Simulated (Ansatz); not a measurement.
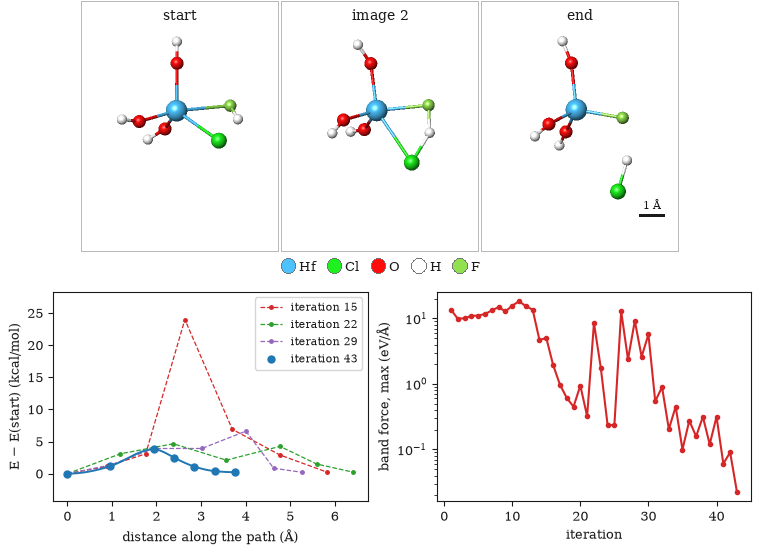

A nudged-elastic-band calculation for HfH4O3ClF. Images are numbered from 0 (start) to 6 (end). The plot follows the band through its iterations. Style: ball-and-stick. Shown at a tilt.

All numbers below come from RKS PBE/def2-SVP (Ansatz 0.2.0). Set-up: 5 movable images; climbing image; force threshold 0.03 eV/Å; iteration limit 60; spring constant 50.0 eV/Å²; starting path through a guess of the saddle point.

Question: Judge this run.

Answer: The run is converged, with reservations. The band converged in 43 iterations. The largest component of the band force went from 14 to 0.022 eV/Å. The climbing image converged on the top of the path. Its curvatures weren't checked. The spring constant is far from the usual few eV/Å², which spoils the spacing or the steps. The first iteration put the highest image at 58.59 kcal/mol. The energy climbs by 3.80 kcal/mol to image 2 and then falls by 3.56 kcal/mol, so the end point sits at +0.23 kcal/mol.
